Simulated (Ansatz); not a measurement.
**SiH3 radical: single points with varied inputs**

Aim: run SiH3 radical under a spread of inputs, and see what each costs and gives.

Program: Ansatz 0.2.0, Gaussian basis. Level of theory: the settings change from run to run. These are calculated values, not measurements.

### Step 1. The molecule

The structure was relaxed beforehand with PBE0-D4 in a triple-zeta def2 set.

SMILES `[SiH3]`, 4 atoms, charge 0, spin multiplicity 2.

Atoms are counted from 1 here; the program's logs count them from 0.

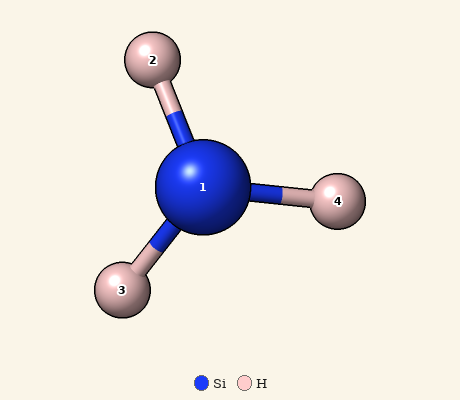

The geometry (silicon blue, hydrogen pink); atoms are numbered from 1 in the order of the file.

### Step 2. wB97X-V/def2-SVP

Options: the search for lower states set to full.

The input, in.yaml:

```yaml
crystal:
  periodic: [false, false, false]
  atoms:
    - {symbol: Si, position_ang: [0.293783, -0.026898, -0.164035]}
    - {symbol: H, position_ang: [0.559152, 0.665299, 1.123896]}
    - {symbol: H, position_ang: [-0.224040, -1.401646, 0.060133]}
    - {symbol: H, position_ang: [-0.628895, 0.763246, -1.019994]}
basis:
  gaussian: {orbitals: def2-SVP}
magnetization: {spin_polarized: true, initial_magnetization: 1}
hamiltonian: {xc: {name: wB97X-V}}
scf: {lower_state_search: full}
output: {forces: true}
```

On the command line:

```sh
$ ansatz run in.yaml --threads 2 --pin off --events-out ev --progress --plain --max-ram 32768MiB --backend cpu
```

Log, cut to the lines that bear on the results:

```text
Functional definition: wB97X-V
  name "wB97X-V"
  cite "Mardirossian & Head-Gordon, Phys. Chem. Chem. Phys. 16, 9904 (2014) doi:10.1039/C3CP54374A"
  cite "Becke, J. Chem. Phys. 107, 8554 (1997) doi:10.1063/1.475007"
  cite "Vydrov & Van Voorhis, J. Chem. Phys. 133, 244103 (2010) doi:10.1063/1.3521275"
[...]
      + integral(e_c_pw_opposite_spin*poly(b97_u_opposite, cos0, cos1)) + vv10(b, c)
325 factors; integrals over basis functions are off by at most 9.9e-4 eV
132 factors; integrals over basis functions are off by at most 8.5e-6 eV
[...]
mean field -7920.74966222 eV, -291.0821812096 hartree, gradient 7.9e-5 eV, S^2 0.751213; 3 other end points of the search recorded, 0 dependent functions left out
[...]
reference -7920.74966151 eV, -291.0821811834 hartree; 9, 8 occupied and 24, 25 virtual orbitals, 325 factors
Total energy: -7920.74966151 eV, -291.0821811834 hartree
Atom 0 at     0.293783    -0.026898    -0.164035 Å, force     0.100205    -0.009168    -0.055912 eV/Å
Atom 1 at     0.559152     0.665299     1.123896 Å, force     0.016371     0.052789     0.099612 eV/Å
Atom 2 at    -0.224040    -1.401646     0.060133 Å, force    -0.042958    -0.103832     0.019052 eV/Å
Atom 3 at    -0.628895     0.763246    -1.019994 Å, force    -0.073618     0.060210    -0.062752 eV/Å
Dipole moment:     0.005904    -0.000540    -0.003300 e Å
```

Wall time 3.8 s (2 threads of AMD EPYC 7R13, shared host).

Largest force 0.115 eV/Å, dipole 0.03 D, ⟨S²⟩ 0.751.

### Step 3. SVWN5/def2-SVPD

in.yaml: that of step 2 with these lines changed.

```diff
@@ -8,6 +8,4 @@
 basis:
-  gaussian: {orbitals: def2-SVP}
+  gaussian: {orbitals: def2-SVPD}
 magnetization: {spin_polarized: true, initial_magnetization: 1}
-hamiltonian: {xc: {name: wB97X-V}}
-scf: {lower_state_search: full}
-output: {forces: true}
+hamiltonian: {xc: {name: SVWN5}}
```

Same command.

Log:

```text
Functional definition: SVWN5
  name "SVWN5"
  cite "Dirac, Proc. Camb. Phil. Soc. 26, 376 (1930) doi:10.1017/S0305004100016108"
  cite "Slater, Phys. Rev. 81, 385 (1951) doi:10.1103/PhysRev.81.385"
  cite "Vosko, Wilk & Nusair, Can. J. Phys. 58, 1200 (1980) doi:10.1139/p80-159"
  exchange = slater_x
  correlation = vwn5_c
420 factors; their error is unknown
mean field evaluation 1: about -7888.8428 eV, gradient 8.4e0 eV
mean field evaluation 2: about -7889.2861 eV, gradient 4.6e0 eV
mean field evaluation 4: about -7889.4794 eV, gradient 9.4e-2 eV
mean field evaluation 8: about -7889.4720 eV, gradient 9.0e-4 eV
mean field -7889.47200627 eV, -289.9327485543 hartree, gradient 4.0e-5 eV, S^2 0.751549; 0 other end points of the search recorded, 0 dependent functions left out
reference -7889.47203491 eV, -289.9327496067 hartree; 9, 8 occupied and 39, 40 virtual orbitals, 420 factors
Total energy: -7889.47203491 eV, -289.9327496067 hartree
```

Run time: 0.3 s. Hardware: 2 threads of AMD EPYC 7R13, shared host.

⟨S²⟩ 0.752.

### Step 4. wB97X-V/cc-pVDZ

Set apart from the defaults: density fitting with def2-universal-jkfit, finite nuclei, the search for lower states set to off.

in.yaml: that of step 3 with these lines changed.

```diff
@@ -8,4 +8,6 @@
 basis:
-  gaussian: {orbitals: def2-SVPD}
+  gaussian: {orbitals: cc-pVDZ, fitting: {mean_field: def2-universal-jkfit}, nuclear_model: gaussian}
 magnetization: {spin_polarized: true, initial_magnetization: 1}
-hamiltonian: {xc: {name: SVWN5}}
+hamiltonian: {xc: {name: wB97X-V}}
+scf: {lower_state_search: off}
+output: {forces: true}
```

Launched as before.

Log, cut to the lines that bear on the results:

```text
Functional definition: wB97X-V
  name "wB97X-V"
  cite "Mardirossian & Head-Gordon, Phys. Chem. Chem. Phys. 16, 9904 (2014) doi:10.1039/C3CP54374A"
  cite "Becke, J. Chem. Phys. 107, 8554 (1997) doi:10.1063/1.475007"
  cite "Vydrov & Van Voorhis, J. Chem. Phys. 133, 244103 (2010) doi:10.1063/1.3521275"
[...]
      + integral(e_c_pw_opposite_spin*poly(b97_u_opposite, cos0, cos1)) + vv10(b, c)
[...]
182 factors; integrals over basis functions are off by at most 3.7e-1 eV
182 factors; integrals over basis functions are off by at most 6.6e-7 eV
[...]
mean field -7923.19757931 eV, -291.1721405033 hartree, gradient 3.0e-6 eV, S^2 0.751301; 0 other end points of the search recorded, 0 dependent functions left out
[...]
reference -7923.19757870 eV, -291.1721404809 hartree; 9, 8 occupied and 24, 25 virtual orbitals, 182 factors
Total energy: -7923.19757870 eV, -291.1721404809 hartree
Atom 0 at     0.293783    -0.026898    -0.164035 Å, force     0.162808    -0.014907    -0.090881 eV/Å
Atom 1 at     0.559152     0.665299     1.123896 Å, force     0.034469     0.093626     0.174679 eV/Å
Atom 2 at    -0.224040    -1.401646     0.060133 Å, force    -0.071304    -0.185572     0.031030 eV/Å
Atom 3 at    -0.628895     0.763246    -1.019994 Å, force    -0.125972     0.106853    -0.114829 eV/Å
Dipole moment:     0.008124    -0.000744    -0.004540 e Å
Checks for a lower state left out: stability, starts, cluster_reference, orbital_swaps, neighbouring_geometries, increment
```

It took 0.97 s on 2 threads of AMD EPYC 7R13, shared host.

Largest force 0.201 eV/Å, dipole 0.04 D, ⟨S²⟩ 0.751.

### Step 5. wPBEh/aug-cc-pVTZ

This run has charge +1, multiplicity 1, unrestricted orbitals, density fitting with cc-pVTZ-jkfit, a point charge of 1.00 e beside it, the search for lower states set to light.

The input, in.yaml:

```yaml
crystal:
  periodic: [false, false, false]
  atoms:
    - {symbol: Si, position_ang: [0.293783, -0.026898, -0.164035]}
    - {symbol: H, position_ang: [0.559152, 0.665299, 1.123896]}
    - {symbol: H, position_ang: [-0.224040, -1.401646, 0.060133]}
    - {symbol: H, position_ang: [-0.628895, 0.763246, -1.019994]}
basis:
  gaussian: {orbitals: aug-cc-pVTZ, fitting: {mean_field: cc-pVTZ-jkfit}, point_charges: [{charge: 1.00, position_ang: [5.518, 0.981, -0.627]}]}
total_charge: 1
magnetization: {spin_polarized: true, initial_magnetization: 0}
hamiltonian: {xc: {name: wPBEh}}
scf: {lower_state_search: light}
output: {forces: true}
```

The command is unchanged.

Log, cut to the lines that bear on the results:

```text
Functional definition: wPBEh
  name "wPBEh"
  cite "Heyd, Scuseria & Ernzerhof, J. Chem. Phys. 118, 8207 (2003) doi:10.1063/1.1564060"
  cite "Krukau, Vydrov, Izmaylov & Scuseria, J. Chem. Phys. 125, 224106 (2006) doi:10.1063/1.2404663"
  cite "Heyd & Scuseria, J. Chem. Phys. 120, 7274 (2004) doi:10.1063/1.1668634"
  cite "Ernzerhof & Perdew, J. Chem. Phys. 109, 3313 (1998) doi:10.1063/1.476928"
  cite "Perdew, Burke & Ernzerhof, Phys. Rev. Lett. 77, 3865 (1996) doi:10.1103/PhysRevLett.77.3865"
  parent pbe
[...]
211 factors; integrals over basis functions are off by at most 7.4e-1 eV
211 factors; integrals over basis functions are off by at most 8.2e-6 eV
[...]
mean field -7910.29359684 eV, -290.6979278943 hartree, gradient 5.3e-6 eV, S^2 0.000000; 0 other end points of the search recorded, 0 dependent functions left out
[...]
reference -7910.29362305 eV, -290.6979288574 hartree; 8, 8 occupied and 111, 111 virtual orbitals, 211 factors
Total energy: -7910.29362305 eV, -290.6979288574 hartree
Atom 0 at     0.293783    -0.026898    -0.164035 Å, force    -3.387159     0.089986     1.524223 eV/Å
Atom 1 at     0.559152     0.665299     1.123896 Å, force     1.142330     0.091233    -0.250938 eV/Å
Atom 2 at    -0.224040    -1.401646     0.060133 Å, force     0.913058    -0.413340    -0.487441 eV/Å
Atom 3 at    -0.628895     0.763246    -1.019994 Å, force     0.816426     0.122158    -0.757798 eV/Å
Dipole moment:     0.094036    -0.034971    -0.096357 e Å
```

Wall time 1.6 s (2 threads of AMD EPYC 7R13, shared host).

Largest force 3.715 eV/Å, ⟨S²⟩ 0.000.

### Step 6. B2GP-PLYP/aug-pcseg-2

Set apart from the defaults: finite nuclei, relativity set to none, high accuracy, the search for lower states set to full.

The input, in.yaml:

```yaml
crystal:
  periodic: [false, false, false]
  atoms:
    - {symbol: Si, position_ang: [0.293783, -0.026898, -0.164035]}
    - {symbol: H, position_ang: [0.559152, 0.665299, 1.123896]}
    - {symbol: H, position_ang: [-0.224040, -1.401646, 0.060133]}
    - {symbol: H, position_ang: [-0.628895, 0.763246, -1.019994]}
basis:
  gaussian: {orbitals: aug-pcseg-2, nuclear_model: gaussian}
magnetization: {spin_polarized: true, initial_magnetization: 1}
hamiltonian: {xc: {name: B2GP-PLYP}, pseudopotentials: {relativity: none}}
accuracy: high
scf: {lower_state_search: full}
output: {forces: true}
```

The command is unchanged.

Log, cut to the lines that bear on the results:

```text
Functional definition: B2GP-PLYP
  name "B2GP-PLYP"
  cite "Karton, Tarnopolsky, Lamère, Schatz & Martin, J. Phys. Chem. A 112, 12868 (2008) doi:10.1021/jp801805p"
  cite "Becke, Phys. Rev. A 38, 3098 (1988) doi:10.1103/PhysRevA.38.3098"
  cite "Lee, Yang & Parr, Phys. Rev. B 37, 785 (1988) doi:10.1103/PhysRevB.37.785"
[...]
1836 factors; integrals over basis functions are off by at most 3.2e-9 eV
[...]
mean field -7919.08829500 eV, -291.0211270904 hartree, gradient 6.4e-8 eV, S^2 0.753121; 3 other end points of the search recorded, 0 dependent functions left out
5 core orbitals not correlated: weight in the atoms' cores, before any rotation towards them, 1.000 or more for the frozen orbitals, at most 0.000 for the correlated occupied ones
reference -7919.08831240 eV, -291.0211277298 hartree; 4, 3 occupied and 110, 111 virtual orbitals, 1836 factors
second order -3.68421404 eV of doubles, -0.00000000 eV of singles
[...]
Total energy: -7920.41462945 eV, -291.0698689825 hartree
Atom 0 at     0.293783    -0.026898    -0.164035 Å, force    -0.120705     0.011050     0.067423 eV/Å
Atom 1 at     0.559152     0.665299     1.123896 Å, force    -0.053850    -0.097642    -0.175583 eV/Å
Atom 2 at    -0.224040    -1.401646     0.060133 Å, force     0.058280     0.198309    -0.023280 eV/Å
Atom 3 at    -0.628895     0.763246    -1.019994 Å, force     0.116274    -0.111717     0.131440 eV/Å
Dipole moment:     0.008117    -0.000742    -0.004535 e Å
```

Run time: 20 s. Hardware: 2 threads of AMD EPYC 7R13, shared host; peak memory 0.83 GiB.

Largest force 0.208 eV/Å, dipole 0.04 D, ⟨S²⟩ 0.753.

### Step 7. B2GP-PLYP/def2-TZVPP

The input, in.yaml:

```yaml
crystal:
  periodic: [false, false, false]
  atoms:
    - {symbol: Si, position_ang: [0.293783, -0.026898, -0.164035]}
    - {symbol: H, position_ang: [0.559152, 0.665299, 1.123896]}
    - {symbol: H, position_ang: [-0.224040, -1.401646, 0.060133]}
    - {symbol: H, position_ang: [-0.628895, 0.763246, -1.019994]}
basis:
  gaussian: {orbitals: def2-TZVPP}
magnetization: {spin_polarized: true, initial_magnetization: 1}
hamiltonian: {xc: {name: B2GP-PLYP}}
```

Same command.

Log, cut to the lines that bear on the results:

```text
Functional definition: B2GP-PLYP
  name "B2GP-PLYP"
  cite "Karton, Tarnopolsky, Lamère, Schatz & Martin, J. Phys. Chem. A 112, 12868 (2008) doi:10.1021/jp801805p"
  cite "Becke, Phys. Rev. A 38, 3098 (1988) doi:10.1103/PhysRevA.38.3098"
  cite "Lee, Yang & Parr, Phys. Rev. B 37, 785 (1988) doi:10.1103/PhysRevB.37.785"
[...]
467 factors; integrals over basis functions are off by at most 7.2e-4 eV
[...]
mean field -7919.01219106 eV, -291.0183303222 hartree, gradient 4.8e-6 eV, S^2 0.753176; 0 other end points of the search recorded, 0 dependent functions left out
5 core orbitals not correlated: weight in the atoms' cores, before any rotation towards them, 1.000 or more for the frozen orbitals, at most 0.000 for the correlated occupied ones
reference -7919.01228700 eV, -291.0183338480 hartree; 4, 3 occupied and 75, 76 virtual orbitals, 467 factors
second order -3.71490509 eV of doubles, -0.00000000 eV of singles
Total energy: -7920.34965283 eV, -291.0674811358 hartree
```

Run time: 1.1 s. Hardware: 2 threads of AMD EPYC 7R13, shared host.

⟨S²⟩ 0.753.

### Step 8. wPBEh/6-31G

Options: high accuracy.

in.yaml: that of step 7 with these lines changed.

```diff
@@ -8,4 +8,6 @@
 basis:
-  gaussian: {orbitals: def2-TZVPP}
+  gaussian: {orbitals: 6-31G}
 magnetization: {spin_polarized: true, initial_magnetization: 1}
-hamiltonian: {xc: {name: B2GP-PLYP}}
+hamiltonian: {xc: {name: wPBEh}}
+accuracy: high
+output: {forces: true}
```

The command is unchanged.

Log, cut to the lines that bear on the results:

```text
Functional definition: wPBEh
  name "wPBEh"
  cite "Heyd, Scuseria & Ernzerhof, J. Chem. Phys. 118, 8207 (2003) doi:10.1063/1.1564060"
  cite "Krukau, Vydrov, Izmaylov & Scuseria, J. Chem. Phys. 125, 224106 (2006) doi:10.1063/1.2404663"
  cite "Heyd & Scuseria, J. Chem. Phys. 120, 7274 (2004) doi:10.1063/1.1668634"
  cite "Ernzerhof & Perdew, J. Chem. Phys. 109, 3313 (1998) doi:10.1063/1.476928"
  cite "Perdew, Burke & Ernzerhof, Phys. Rev. Lett. 77, 3865 (1996) doi:10.1103/PhysRevLett.77.3865"
  parent pbe
[...]
414 factors; integrals over basis functions are off by at most 3.1e-9 eV
72 factors; integrals over basis functions are off by at most 6.2e-10 eV
[...]
mean field -7920.43546935 eV, -291.0706348347 hartree, gradient 6.4e-8 eV, S^2 0.751943; 0 other end points of the search recorded, 0 dependent functions left out
[...]
reference -7920.43547238 eV, -291.0706349461 hartree; 9, 8 occupied and 10, 11 virtual orbitals, 414 factors
Total energy: -7920.43547238 eV, -291.0706349461 hartree
Atom 0 at     0.293783    -0.026898    -0.164035 Å, force     0.180063    -0.016483    -0.100518 eV/Å
Atom 1 at     0.559152     0.665299     1.123896 Å, force     0.092881     0.158243     0.282302 eV/Å
Atom 2 at    -0.224040    -1.401646     0.060133 Å, force    -0.089381    -0.322744     0.034751 eV/Å
Atom 3 at    -0.628895     0.763246    -1.019994 Å, force    -0.183564     0.180985    -0.216535 eV/Å
Dipole moment:    -0.002885     0.000265     0.001608 e Å
```

Run time: 1.2 s. Hardware: 2 threads of AMD EPYC 7R13, shared host.

Largest force 0.337 eV/Å, dipole 0.02 D, ⟨S²⟩ 0.752.

### Step 9. r2SCANh/cc-pVDZ

Set apart from the defaults: restricted open-shell orbitals, atoms shaken by 0.08 Å, density fitting with cc-pVTZ-jkfit, D4 dispersion.

The input, in.yaml:

```yaml
crystal:
  periodic: [false, false, false]
  atoms:
    - {symbol: Si, position_ang: [0.189643, 0.071115, -0.290112]}
    - {symbol: H, position_ang: [0.615653, 0.661620, 1.177656]}
    - {symbol: H, position_ang: [-0.122967, -1.402322, -0.029347]}
    - {symbol: H, position_ang: [-0.607824, 0.618758, -1.068375]}
basis:
  gaussian: {orbitals: cc-pVDZ, fitting: {mean_field: cc-pVTZ-jkfit}}
magnetization: {spin_polarized: false, initial_magnetization: 1}
hamiltonian: {xc: {name: r2SCANh}, dispersion: d4}
output: {forces: true}
```

The command is unchanged.

Log, cut to the lines that bear on the results:

```text
Functional definition: r2SCANh
  name "r2SCANh"
  cite "Bursch, Neugebauer, Ehlert & Grimme, J. Chem. Phys. 156, 134105 (2022) doi:10.1063/5.0086040"
  cite "Furness, Kaplan, Ning, Perdew & Sun, J. Phys. Chem. Lett. 11, 8208 (2020) doi:10.1021/acs.jpclett.0c02405"
  cite "Furness, Kaplan, Ning, Perdew & Sun, J. Phys. Chem. Lett. 11, 9248 (2020) doi:10.1021/acs.jpclett.0c03077"
  parent r2scan
[...]
211 factors; integrals over basis functions are off by at most 4.9e-2 eV
[...]
mean field -7922.67880348 eV, -291.1530758432 hartree, gradient 3.2e-5 eV, S^2 0.750000; 0 other end points of the search recorded, 0 dependent functions left out
[...]
reference -7922.67881206 eV, -291.1530761587 hartree; 9, 8 occupied and 24, 25 virtual orbitals, 211 factors
Total energy: -7922.68687772 eV, -291.1533725661 hartree
Atom 0 at     0.189643     0.071115    -0.290112 Å, force     5.815236    -3.951853     6.631723 eV/Å
Atom 1 at     0.615653     0.661620     1.177656 Å, force    -0.728215    -0.310600    -1.839956 eV/Å
Atom 2 at    -0.122967    -1.402322    -0.029347 Å, force     0.025523     0.544519    -0.249002 eV/Å
Atom 3 at    -0.607824     0.618758    -1.068375 Å, force    -5.112544     3.717934    -4.542766 eV/Å
Dipole moment:    -0.062059     0.065810    -0.070673 e Å
```

Run time: 0.75 s. Hardware: 2 threads of AMD EPYC 7R13, shared host.

Largest force 9.665 eV/Å, dipole 0.55 D.

### Step 10. PBE/aug-cc-pVTZ

Set apart from the defaults: D4 dispersion.

The input, in.yaml:

```yaml
crystal:
  periodic: [false, false, false]
  atoms:
    - {symbol: Si, position_ang: [0.293783, -0.026898, -0.164035]}
    - {symbol: H, position_ang: [0.559152, 0.665299, 1.123896]}
    - {symbol: H, position_ang: [-0.224040, -1.401646, 0.060133]}
    - {symbol: H, position_ang: [-0.628895, 0.763246, -1.019994]}
basis:
  gaussian: {orbitals: aug-cc-pVTZ}
magnetization: {spin_polarized: true, initial_magnetization: 1}
hamiltonian: {xc: {name: PBE}, dispersion: d4}
output: {forces: true}
```

Same command.

Log, cut to the lines that bear on the results:

```text
Functional definition: PBE
  name "PBE"
  cite "Perdew, Burke & Ernzerhof, Phys. Rev. Lett. 77, 3865 (1996) doi:10.1103/PhysRevLett.77.3865"
  parent pbe
[...]
526 factors; their error is unknown
[...]
mean field -7920.66645085 eV, -291.0791232483 hartree, gradient 7.8e-6 eV, S^2 0.752889; 0 other end points of the search recorded, 0 dependent functions left out
[...]
reference -7920.66651419 eV, -291.0791255760 hartree; 9, 8 occupied and 110, 111 virtual orbitals, 526 factors
Total energy: -7920.70083729 eV, -291.0803869265 hartree
Atom 0 at     0.293783    -0.026898    -0.164035 Å, force     0.139859    -0.012809    -0.078078 eV/Å
Atom 1 at     0.559152     0.665299     1.123896 Å, force     0.044699     0.095504     0.174615 eV/Å
Atom 2 at    -0.224040    -1.401646     0.060133 Å, force    -0.064158    -0.191761     0.026759 eV/Å
Atom 3 at    -0.628895     0.763246    -1.019994 Å, force    -0.120399     0.109066    -0.123296 eV/Å
Dipole moment:     0.001636    -0.000149    -0.000917 e Å
```

Run time: 1.2 s. Hardware: 2 threads of AMD EPYC 7R13, shared host.

Largest force 0.204 eV/Å, dipole 0.01 D, ⟨S²⟩ 0.753.

### Step 11. The runs in one table

```csv
level,charge,multiplicity,geometry,functions,energy (eV),time
wB97X-V/def2-SVP,0,2,relaxed,33,-7920.750,3.8 s
SVWN5/def2-SVPD,0,2,relaxed,48,-7889.472,0.3 s
wB97X-V/cc-pVDZ,0,2,relaxed,33,-7923.198,0.97 s
wPBEh/aug-cc-pVTZ,1,1,"relaxed, point charge",119,-7910.294,1.6 s
B2GP-PLYP/aug-pcseg-2,0,2,relaxed,119,-7920.415,20 s
B2GP-PLYP/def2-TZVPP,0,2,relaxed,84,-7920.350,1.1 s
wPBEh/6-31G,0,2,relaxed,19,-7920.435,1.2 s
r2SCANh/cc-pVDZ,0,2,shaken,33,-7922.687,0.75 s
PBE/aug-cc-pVTZ,0,2,relaxed,119,-7920.701,1.2 s
```

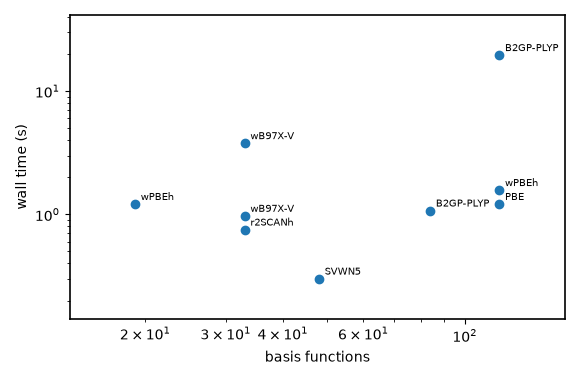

Wall time against the number of basis functions (shared host).

### Step 12. What came out

| quantity | value |
| --- | --- |
| runs | 9 |
| quickest | SVWN5/def2-SVPD, 0.3 s |
| slowest | B2GP-PLYP/aug-pcseg-2, 20 s |
| spread of total energies, same state and geometry | 33.7 eV |
| dipole, same state and geometry | 0.01 to 0.04 D |

In words: B2GP-PLYP/aug-pcseg-2 took 65 times as long as SVWN5/def2-SVPD. The jobs differ in tasks and options as well as level. Total energies at one charge and spin differ by 34 eV between levels, so only differences within one level mean anything. At the PBE0-D4/def2-TZVP geometry and in the same state, runs without warnings or point charges leave forces up to 0.34 eV/Å (wPBEh/6-31G), against 9.7 eV/Å where the atoms were moved.
